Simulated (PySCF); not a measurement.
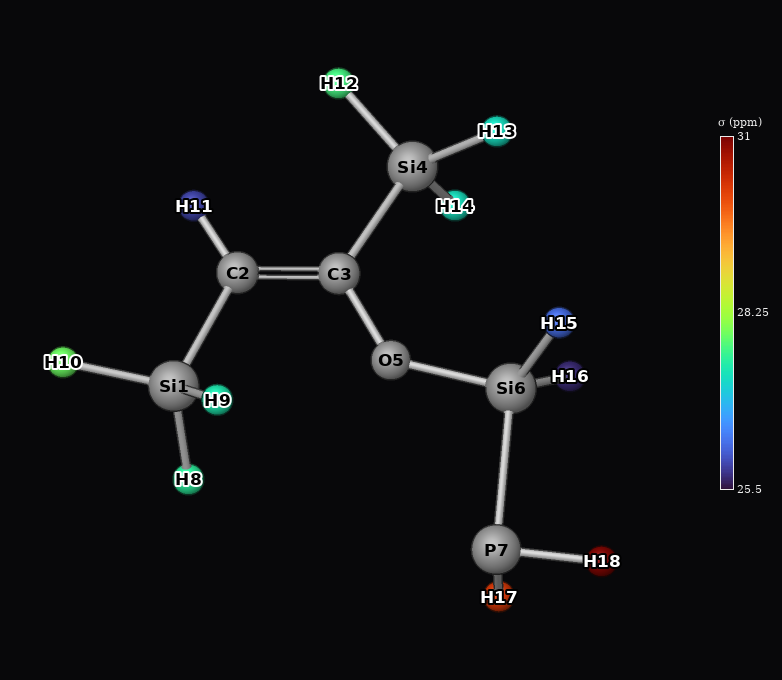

Atoms are coloured by their isotropic NMR shieldings (H only, the others grey). The geometry was computed by an optimisation with GFN2-xTB. No frequency run is at hand to confirm it as a minimum. Properties computed with GIAO PBE0/pcSseg-1 NMR shielding, non-relativistic, gas phase (PySCF 2.14.0).

Give the isotropic NMR shieldings of the H atoms atom by atom.

```tsv
atom	σ (ppm)
H8	27.52
H9	27.40
H10	27.91
H11	25.89
H12	27.70
H13	27.26
H14	27.26
H15	26.22
H16	25.68
H17	30.21
H18	30.94
```

The geometry is semi-empirical. Around P, Si such bond lengths and angles can be off by a tenth of an ångström or more and by several degrees, and values that hang on the shape move with them.
